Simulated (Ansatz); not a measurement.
```xyz
10

O    -1.3832   -1.7358    0.2261
C    -0.1783   -1.2646   -0.3738
B     0.2733    0.1832    0.0048
C     0.0475    1.5248    0.6219
C     1.2278    1.3294   -0.0267
H    -2.0092   -0.9902    0.2120
H     0.6307   -1.9752   -0.0888
H    -0.2068   -1.3310   -1.4960
H    -0.4674    2.3215    1.1809
H     2.1487    1.8870   -0.2574
```

Computed with RKS PBE/def2-SVP (Ansatz).

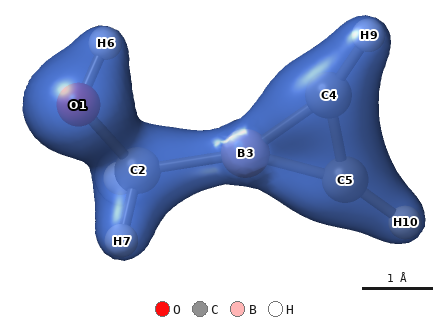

C$_{3}$H$_{5}$BO. Isosurface of the total electron density at 0.8 e/Å³ (blue), seen at a tilt.

How is the density connected at this value?

Answer. At this value the surface is in one piece. It bridges the shortest C–C (1.36 Å), C–O (1.43 Å), C–B (1.49 Å) and O–H (0.97 Å) contacts, where the density stays above the isovalue. On the grid the lowest density along these lines, outside the cores, is 2.1 e/Å³ (C–C, 1.36 Å), 1.7 e/Å³ (C–O, 1.43 Å), 1.2 e/Å³ (C–B, 1.49 Å) and 2.3 e/Å³ (O–H, 0.97 Å).
